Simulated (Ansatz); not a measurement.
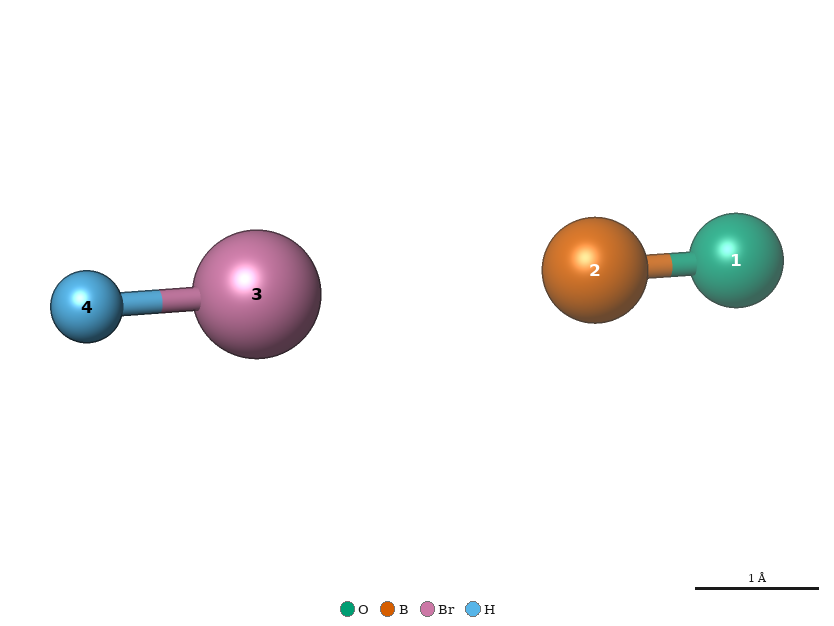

Orthographic view. Distant atoms are faded towards the background colour. State: charge −1, singlet. Computed geometry: PBE0-D4/def2-TZVPD optimisation. No frequency run is at hand to confirm it as a minimum.

Give the distance matrix in Å.

| atom | O1 | B2 | Br3 | H4 |
| --- | --- | --- | --- | --- |
| O1 | 0.00 |  |  |  |
| B2 | 1.23 | 0.00 |  |  |
| Br3 | 4.18 | 2.95 | 0.00 |  |
| H4 | 5.66 | 4.43 | 1.48 | 0.00 |
